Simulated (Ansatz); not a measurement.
# Two runs on C$_{2}$H$_{4}$AlNO

System: C$_{2}$H$_{4}$AlNO.
Method of run 1: RKS PBE-QIDH (frozen core)/def2-TZVPP (Ansatz 0.2.0).

The geometry comes from this level: PBE0-D4/def2-TZVP. Text and figures count atoms from 1; the logs count them from 0 in places.

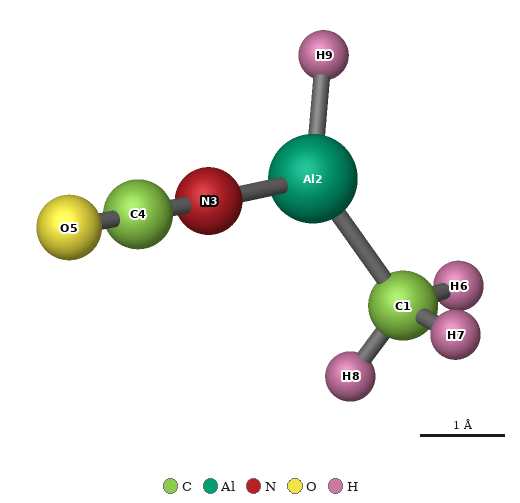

Fig. 1: The structure (ball-and-stick view, seen at a tilt; atoms are numbered from 1 in the order of the input). Sticks mark near contacts. Bond lengths as drawn: Al–C 1.94 Å, Al–H 1.58 Å, Al–N 1.78 Å, C–H 1.09 to 1.10 Å, C–N 1.19 Å and C–O 1.17 Å.

## The input, run 1
```yaml
crystal:
  periodic: [false, false, false]
  atoms:
    - {symbol: C, position_ang: [-1.479795, -0.787162, 0.045391]}
    - {symbol: Al, position_ang: [0.119957, -0.030748, 0.835226]}
    - {symbol: N, position_ang: [1.322483, 0.697022, -0.251718]}
    - {symbol: C, position_ang: [2.142522, 1.192162, -0.965715]}
    - {symbol: O, position_ang: [2.941840, 1.675124, -1.665548]}
    - {symbol: H, position_ang: [-2.104258, -1.304890, 0.776994]}
    - {symbol: H, position_ang: [-2.087958, -0.002442, -0.416842]}
    - {symbol: H, position_ang: [-1.228129, -1.494406, -0.750743]}
    - {symbol: H, position_ang: [0.461938, 0.009040, 2.375856]}
basis:
  gaussian: {orbitals: def2-TZVPP}
hamiltonian: {xc: {name: PBE-QIDH}}
```

Hardware: 2 CPU threads, shared host.

## Output (run 1)
```
Functional definition: PBE-QIDH
  parameter a = 3^(-1/3)
  parameter c = 1/3
  exchange = (1 - a)*pbe_x + a*exact_x
  correlation = (1 - c)*pbe_c + c*(mp2_os + mp2_ss)
1340 factors; integrals over basis functions are off by at most 1.6e-3 eV
mean field evaluation 1: about -12250.2720 eV, gradient 5.3e1 eV
mean field evaluation 2: about -12250.4561 eV, gradient 5.3e1 eV
mean field evaluation 4: about -12255.8221 eV, gradient 4.5e0 eV
mean field evaluation 8: about -12255.8793 eV, gradient 3.1e-1 eV
mean field evaluation 16: about -12255.8796 eV, gradient 3.4e-4 eV
mean field -12255.87958975 eV, -450.3952675897 hartree, gradient 4.4e-6 eV, S^2 0.000000; 0 other end points of the search recorded, 0 dependent functions left out
9 core orbitals not correlated: weight in the atoms' cores, before any rotation towards them, 1.000 or more for the frozen orbitals, at most 0.000 for the correlated occupied ones
reference -12255.87960306 eV, -450.3952680789 hartree; 13, 13 occupied and 200, 200 virtual orbitals, 1340 factors
second order -25.18869601 eV of doubles, -0.00000000 eV of singles
Total energy: -12264.27583506 eV, -450.7038239138 hartree
```

For run 2 the input was changed thus:
```diff
-hamiltonian: {xc: {name: PBE-QIDH}}
+hamiltonian: {xc: {name: B2PLYP}}
```

Predict how the results change.

The total energies belong to different methods, so their difference says nothing on which is more stable or more accurate. The functional changes from PBE-QIDH to B2PLYP.

## Output (run 2)
```
Functional definition: B2PLYP
  parameter a = 0.53
  parameter c = 0.27
  exchange = (1 - a)*b88_x + a*exact_x
  correlation = (1 - c)*lyp_c + c*(mp2_os + mp2_ss)
1340 factors; integrals over basis functions are off by at most 1.6e-3 eV
mean field evaluation 1: about -12254.8572 eV, gradient 6.3e1 eV
mean field evaluation 2: about -12255.0099 eV, gradient 6.3e1 eV
mean field evaluation 4: about -12262.4193 eV, gradient 6.2e0 eV
mean field evaluation 8: about -12262.5073 eV, gradient 7.6e-1 eV
mean field evaluation 16: about -12262.5084 eV, gradient 2.3e-4 eV
mean field -12262.50844620 eV, -450.6388735709 hartree, gradient 8.9e-6 eV, S^2 0.000000; 0 other end points of the search recorded, 0 dependent functions left out
9 core orbitals not correlated: weight in the atoms' cores, before any rotation towards them, 1.000 or more for the frozen orbitals, at most 0.000 for the correlated occupied ones
reference -12262.50862623 eV, -450.6388801869 hartree; 13, 13 occupied and 200, 200 virtual orbitals, 1340 factors
second order -27.28713542 eV of doubles, -0.00000000 eV of singles
Total energy: -12269.87615279 eV, -450.9096317943 hartree
```

## The two runs side by side

```tsv
quantity	run 1	run 2
outcome	converged	converged
total energy (hartree)	−450.703824	−450.909632
basis functions	222	222
wall time (shared host)	3.6 s	3.5 s
```
